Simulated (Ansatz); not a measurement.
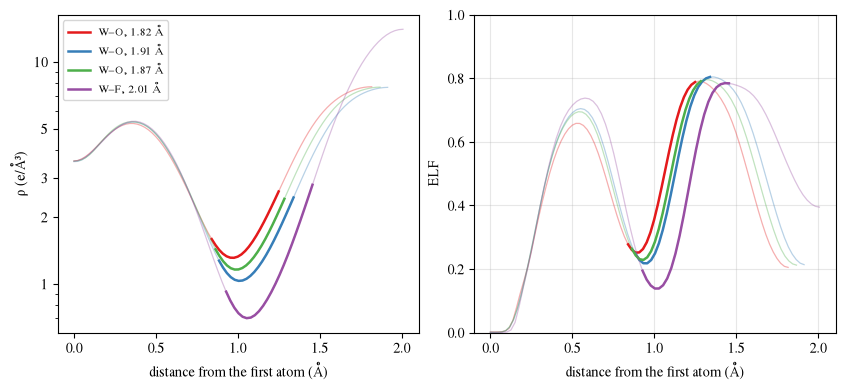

The picture shows: W₂O₅F. Valence pseudo-density and ELF along straight lines between neighbouring atoms. Thin, pale parts lie inside the atomic spheres.

Space group Fmm2; a generated structure, not necessarily the stable one.

Method: DFT PBEsol, scalar-relativistic, plane waves, PAW (Ansatz).

The density is the valence pseudo-density of a PAW calculation; it isn't the true density close to the nuclei.

> What can be read from the curves?

W–O (1.82 Å): ρ at the midpoint is about 1.4 e/Å³; the ELF peaks at about 0.80 in the valence shell of O, 0.5 Å from its nucleus, and drops to about 0.25 between the two atoms.
W–O (1.91 Å): ρ is about 1.1 e/Å³ halfway; the ELF peaks at about 0.80 in the valence shell of O, 0.6 Å from its nucleus, and drops to about 0.20 between the two atoms.
W–O (1.87 Å): the density is about 1.2 e/Å³ at the midpoint; the ELF peaks at about 0.80 in the valence shell of O, 0.5 Å from its nucleus, and drops to about 0.25 between the two atoms.
W–F (2.01 Å): the density is about 0.74 e/Å³ at the midpoint; the ELF peaks at about 0.80 in the valence shell of F, 0.6 Å from its nucleus, and drops to about 0.15 between the two atoms; no localised pair shows between them.
